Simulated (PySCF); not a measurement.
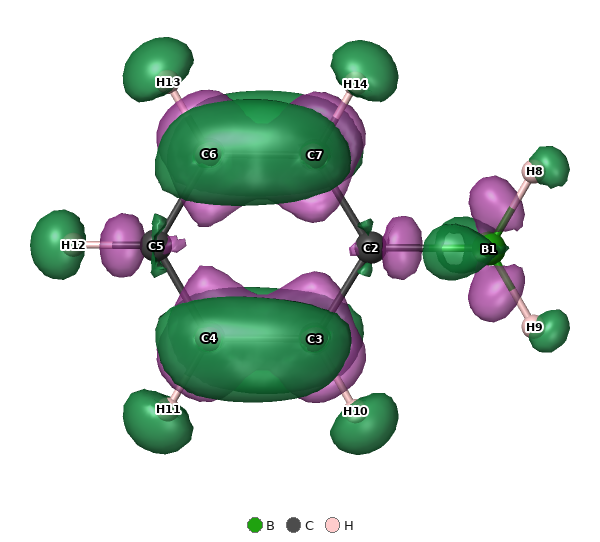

Figure. C6H7B, SMILES `Bc1ccccc1`. Fukui function f⁻ = ρ(N) − ρ(N−1) at fixed geometry, surfaces at ±0.02 e/Å³ (green positive, purple negative).

PySCF calculation, LDA (SVWN)/6-311G**, gas phase; geometry: GFN2-xTB. No frequency check shows the geometry to be a minimum.

Question: On which atoms does the density change most on removal of an electron?

Answer: f⁻ (Hirshfeld-condensed) is largest on C4 and C6 (0.13 each) and C3 and C7 (0.12 each); the vertical ionisation energy is 9.76 eV (the stability of the cation's solution wasn't checked). Condensed values hint at sites of electrophilic attack but needn't mark the atom that reacts. Shares this close don't rank the sites. Orbital relaxation makes it negative in places (0.21 e in all).
